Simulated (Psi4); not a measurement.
**CAM-B3LYP/def2-SVP (core potential) run of HgF2 (SMILES [F][Hg][F])**

What is the energy difference between two shapes of HgF2 at CAM-B3LYP/def2-SVP (core potential)? 

The calculation is run with Psi4 1.11.

3 further runs of the same task are left out: 3 set aside as unsound or not needed.

## Step 1: The structure to begin with

HgF2: 3 atoms, total charge 0, spin state singlet. As SMILES, `[F][Hg][F]`. Geometry: a GFN2-xTB relaxation, a rough one for these elements and not checked as a minimum.

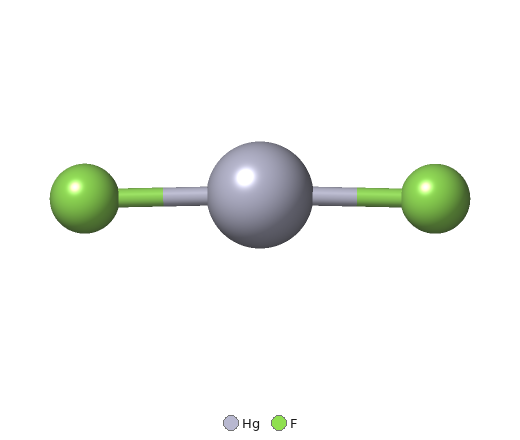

The structure, seen from a chosen angle (mercury light grey, fluorine green).

## Step 2: The response to a field at CAM-B3LYP/def2-SVP (core potential)

File calc.in:

```
memory 1600 MB

molecule molecule1 {
  0 1
  Hg    -0.022860    -0.013130    -0.000670
  F     -0.006300    -0.015450     1.845330
  F      0.029160     0.028590    -1.844660
  symmetry c1
}

set basis def2-SVP
set scf_type pk

energy_value, wavefunction = properties("cam-b3lyp", properties=['dipole_polarizabilities'], return_wfn=True)
```

Started as:

```bash
$ psi4 calc.in calc.out -n 1
```

calc.out:

```text
[...]
    !!!  WARNING: ECP capability is in beta. Please check occupations closely.  !!!
[...]
  Running in c1 symmetry.
[...]
  Nuclear repulsion =  114.833294417889121
[...]
  Multiplicity = 1
[...]
  Nalpha       = 19
  Nbeta        = 19
[...]
    Number of basis functions: 60
[...]
   @RKS iter   1:  -352.69045419605902   -1.06304e+00   1.17192e-02 DIIS/ADIIS
[...]
   @RKS iter   9:  -352.89426623340842   -4.37745e-09   3.27718e-07 DIIS
[...]
    Orbital Energies [Eh]
    ---------------------
    Doubly Occupied:
       1A    -24.724281     2A    -24.724062     3A     -4.614498
       4A     -2.760203     5A     -2.744487     6A     -2.744481
       7A     -1.204386     8A     -1.180105     9A     -0.641716
      10A     -0.612605    11A     -0.612557    12A     -0.569027
      13A     -0.569027    14A     -0.474550    15A     -0.465612
      16A     -0.465339    17A     -0.454611    18A     -0.412460
      19A     -0.412384
[...]
  @RKS Final Energy:  -352.89426623340842
   => Energetics <=
    Nuclear Repulsion Energy =            114.8332944178891211
    One-Electron Energy =                -777.4258968026224466
    Two-Electron Energy =                 335.2176760448581376
    DFT Exchange-Correlation Energy =     -25.5193398935331750
    Empirical Dispersion Energy =           0.0000000000000000
    VV10 Nonlocal Energy =                  0.0000000000000000
    Total Energy =                       -352.8942662334084162
[...]
 Multipole Moments:
 ------------------------------------------------------------------------------------
     Multipole            Electronic (a.u.)      Nuclear  (a.u.)        Total (a.u.)
 ------------------------------------------------------------------------------------
 L = 1.  Multiply by 2.5417464519 to convert [e a0] to [Debye]
 Dipole X            :          0.9438224           -0.8955069            0.0483156
 Dipole Y            :         -0.0249555            0.0227582           -0.0021973
 Dipole Z            :          0.0000000            0.0000000            0.0000000
 Magnitude           :                                                    0.0483655
[...]
```

Wall time 5.1 s (1 thread of AMD EPYC 9R45 (Zen 5), shared host); peak memory 0.33 GiB.

## Step 3: The distorted shape, same level

File calc.in:

```
memory 1600 MB

molecule system {
  0 1
  Hg    -0.01011192    -0.01772374    -0.02654120
  F      0.06374613    -0.06108918     3.50502433
  F      0.03880364     0.07645076    -3.46211054
  units au
  symmetry c1
}

set basis def2-SVP
set scf_type pk

E, wfn = properties('cam-b3lyp', properties=['dipole_polarizabilities'], return_wfn=True)
print_variables()
```

Started as:

```bash
$ psi4 -n 1 calc.in calc.out
```

calc.out:

```text
[...]
    !!!  WARNING: ECP capability is in beta. Please check occupations closely.  !!!
[...]
  Running in c1 symmetry.
[...]
  Nuclear repulsion =  114.945674376076909
[...]
  Multiplicity = 1
[...]
  Nalpha       = 19
  Nbeta        = 19
[...]
    Number of basis functions: 60
[...]
   @RKS iter   1:  -352.69904942546378   -9.70607e-01   1.13431e-02 ADIIS/DIIS
[...]
   @RKS iter   8:  -352.89315269647852   -1.27412e-07   9.92781e-07 DIIS
[...]
    Orbital Energies [Eh]
    ---------------------
    Doubly Occupied:
       1A    -24.728765     2A    -24.719650     3A     -4.614564
       4A     -2.760452     5A     -2.744499     6A     -2.744494
       7A     -1.207876     8A     -1.177606     9A     -0.642546
      10A     -0.613354    11A     -0.613316    12A     -0.569005
      13A     -0.569004    14A     -0.474397    15A     -0.465832
      16A     -0.465624    17A     -0.454459    18A     -0.412045
      19A     -0.411984
[...]
  @RKS Final Energy:  -352.89315269647852
   => Energetics <=
    Nuclear Repulsion Energy =            114.9456743760769086
    One-Electron Energy =                -777.6417470726801184
    Two-Electron Energy =                 335.3234203271461524
    DFT Exchange-Correlation Energy =     -25.5205003270214803
    Empirical Dispersion Energy =           0.0000000000000000
    VV10 Nonlocal Energy =                  0.0000000000000000
    Total Energy =                       -352.8931526964785235
[...]
 Multipole Moments:
 ------------------------------------------------------------------------------------
     Multipole            Electronic (a.u.)      Nuclear  (a.u.)        Total (a.u.)
 ------------------------------------------------------------------------------------
 L = 1.  Multiply by 2.5417464519 to convert [e a0] to [Debye]
 Dipole X            :          0.8386669           -0.7960236            0.0426433
 Dipole Y            :         -0.6620839            0.5752722           -0.0868118
 Dipole Z            :         -0.0000001            0.0000000           -0.0000001
 Magnitude           :                                                    0.0967199
[...]
```

It took 4.8 s on 1 thread of AMD EPYC 9R45 (Zen 5), shared host; peak memory 0.33 GiB.

## Step 4: Outcome

Level: CAM-B3LYP/def2-SVP (core potential).

```
                                   quantity          value
                  first shape: total energy  -352.89427 Eh
                 first shape: dipole moment         0.12 D
                   first shape: HOMO energy      -11.22 eV
                   first shape: LUMO energy       -0.37 eV
                 first shape: HOMO–LUMO gap       10.85 eV
    first shape: mean static polarisability     21.9 bohr³
              distorted shape: total energy  -352.89315 Eh
             distorted shape: dipole moment         0.25 D
               distorted shape: HOMO energy      -11.21 eV
               distorted shape: LUMO energy       -0.36 eV
             distorted shape: HOMO–LUMO gap       10.86 eV
distorted shape: mean static polarisability     21.9 bohr³
     energy change with the atoms displaced       0.030 eV
```

**Reading.** With the atoms displaced the energy rises by 0.03 eV (2.9 kJ/mol). The first shape isn't relaxed at this level, so the change isn't measured from a minimum.
